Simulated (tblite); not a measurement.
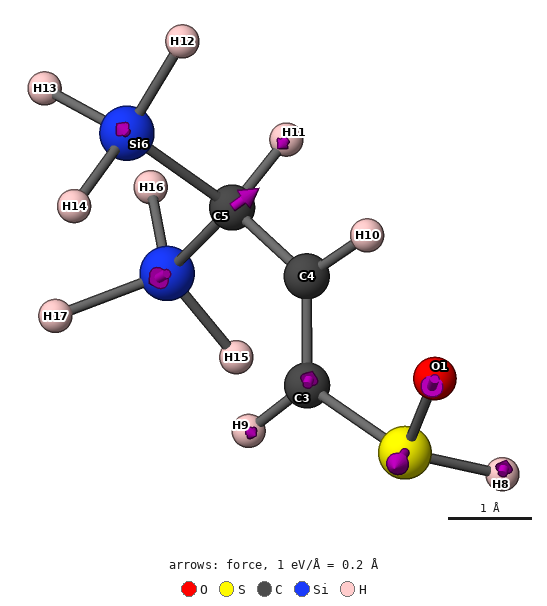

Starting geometry of C$_{3}$H$_{10}$OSSi$_{2}$ with the computed forces as purple arrows. The picture is a ball-and-stick view, seen from a free direction.

Computed with tblite, GFN2-xTB geometry optimisation, gas phase. 

Is this structure relaxed? If not, where do the atoms go?

It isn't relaxed: the largest force vector, on the S atom, is 3.96 eV/Å. The final displacements have little in common with the starting forces (cosine between the two patterns 0.19). An H atom moves most after the best rigid fit: 0.79 Å. Largest moves by element: H 0.79 Å, O 0.72 Å, S 0.39 Å, C 0.26 Å, Si 0.16 Å. Some distances before and after: C–Si 1.832 → 1.907 Å, O–S 1.530 → 1.463 Å, C–Si 1.874 → 1.919 Å, C–H 1.134 → 1.094 Å. Bond angles that change, for instance: C–S–H 111.7° → 91.1°, S–C–H 122.1° → 114.1°, C–C–Si 113.5° → 107.4°. Groups turn about C–S by about 25°, C–Si by about 25°. The energy falls by 77.3 kJ/mol in 120 geometry steps.
